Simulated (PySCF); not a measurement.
**RuCl3 (charge +1): frequency calculation**

RuCl3, charge +1, computed with RKS-based PBE0, Ru def2-TZVP with ECP28, Cl def2-TZVP; non-relativistic Hamiltonian with a scalar-relativistic core potential; density fitting (PySCF 2.14.0).

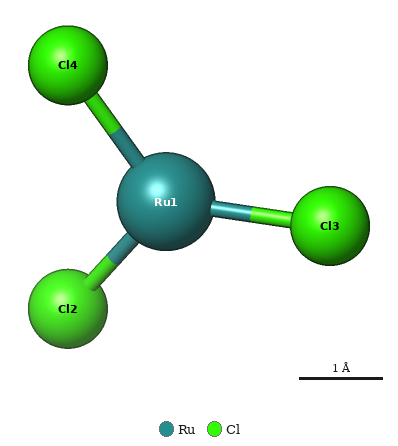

**Figure 1.** The structure (ball-and-stick view, seen at a tilt; atoms are numbered from 1 in the order of the input). Sticks mark near contacts. Bond lengths as drawn: Cl–Ru 2.07 to 2.10 Å.

Summary

- outcome: converged
- total energy: −1474.772903 hartree
- HOMO: −13.48 eV
- LUMO: −11.47 eV
- zero-point energy: 0.003834 hartree
- wavenumbers, lowest and highest: 22 and 533 cm⁻¹
- hardware: 4 threads of Arm Neoverse V2, 24 GiB of memory available, shared host
- wall time: 61 s (CPU time 3.2 min)
- peak memory: 1.6 GiB

Remarks

Checks after the run noted: a mode under 25 cm-1 is near the numerical noise. The run takes a singlet; with an open-shell metal another spin state may lie lower.

Input file
```python
from pyscf import gto, scf, dft
mol = gto.M(atom='''
Ru     0.059634     0.000000    -0.034296
Cl    -0.170712    -0.000000     2.053008
Cl     1.857423     0.000000    -1.068213
Cl    -1.860340    -0.000000    -0.884940''',
    basis={'Ru': 'def2-TZVP', 'Cl': 'def2-TZVP'},
    ecp={'Ru': 'def2-TZVP'},
    charge=1, spin=0)
mf = dft.RKS(mol, xc='PBE0')
mf.grids.atom_grid = (75, 302)
aux = {'Ru': 'def2-universal-JKFIT', 'Cl': 'def2-universal-JKFIT'}
mf = mf.density_fit(auxbasis=aux)
mf.conv_tol = 1e-09
mf.diis_space = 10
mf.max_cycle = 60
mf.verbose = 4
mf.kernel()
```

The script is an equivalent of the set-up of the self-consistent field. The run itself was carried out by a driver, which started from the orbitals of the step before it where there was one and computed the further properties.

Command:
```bash
OMP_NUM_THREADS=4 python axn.py task.json out
```

Output
```
init E= -1474.77290288278
  HOMO = -0.49522027439529  LUMO = -0.421657350052518  gap/eV = 2.00175
cycle= 1 E= -1474.77290288277  delta_E= 8.64e-12  |g|= 6.54e-06  |ddm|= 7.1e-06
  HOMO = -0.495219546283748  LUMO = -0.421656196153549  gap/eV = 2.00176
Extra cycle  E= -1474.77290288266  delta_E= 1.11e-10  |g|= 2.17e-05  |ddm|= 2.16e-05
converged SCF energy = -1474.77290288266
```

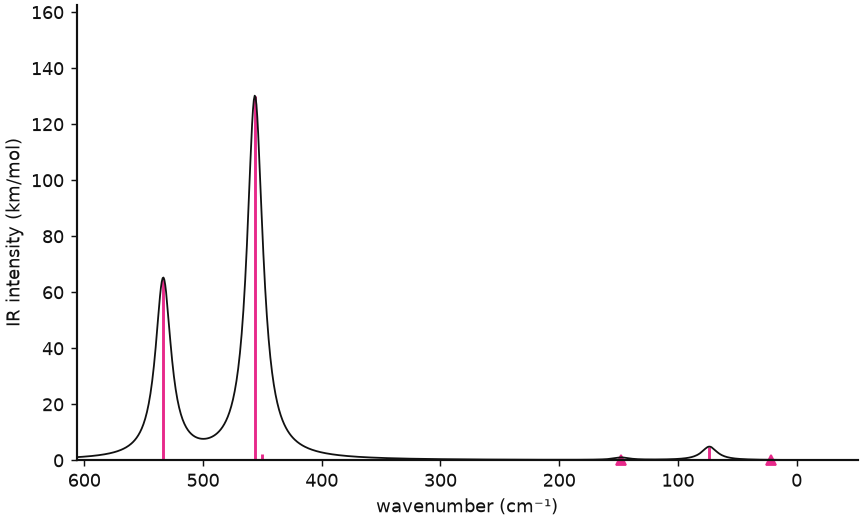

**Figure 2.** Harmonic infrared spectrum, unscaled: sticks (degenerate modes added up, dark ones marked on the axis) with a Lorentzian envelope of 16 cm⁻¹ full width, scaled to the tallest stick. 6 modes from 22 to 533 cm⁻¹, none imaginary. The strongest line is at 456 cm⁻¹ (130 km/mol). All modes, in cm⁻¹ (km/mol): 22 (0.0), 73 (4.9), 148 (0.9), 450 (2.3), 456 (130), 533 (65).

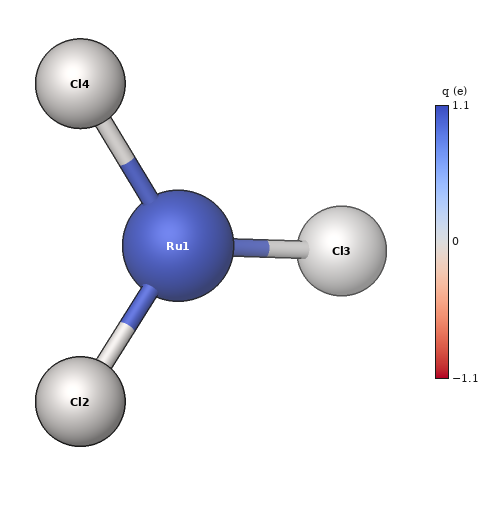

**Figure 3.** Mulliken charges, as the colour of each atom (ball-and-stick view, seen at a tilt; atoms are numbered from 1 in the order of the input). By element: Ru +1.05 and Cl −0.02 to −0.01 e.
